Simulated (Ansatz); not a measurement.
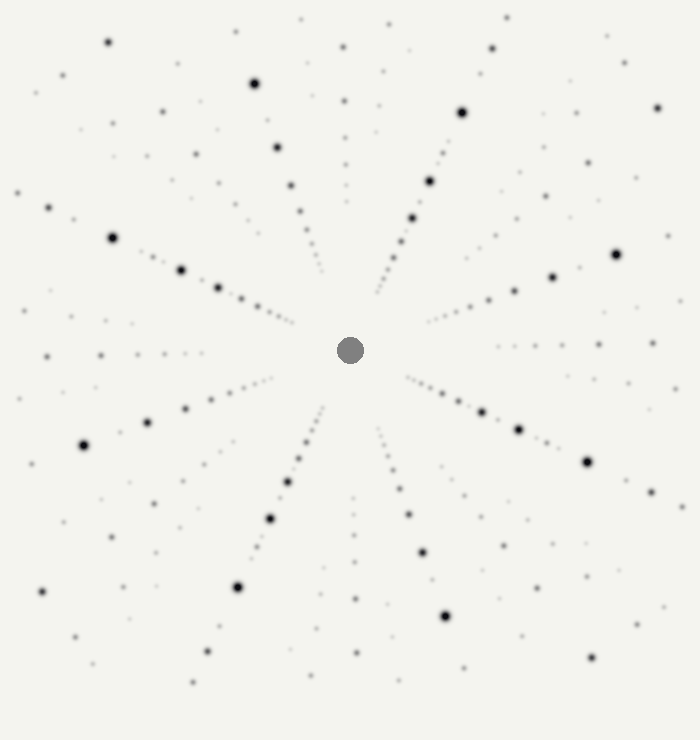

Simulated back-reflection Laue pattern (white X-rays, 0.45 to 2.2 Å, flat plate covering ±45° about the beam, kinematic intensities, seen from the source).

Q: What symmetry does the pattern show?

A: 4mm: a fourfold axis with mirror lines.

The crystal is Be₃GeO, space group Pm-3m (No. 221), a = 3.634 Å. Structure: the end point of a relaxation with DFT PBE, scalar-relativistic, plane waves, PAW (Ansatz); the starting structure was generated, so it need not be a known form of this composition.

Q: Which direction points towards the source?

A: [001] or one equivalent to it by a rotation of the Laue group. In Laue class m-3m no other family of directions with a member of indices 0 and ±1 has this symmetry.
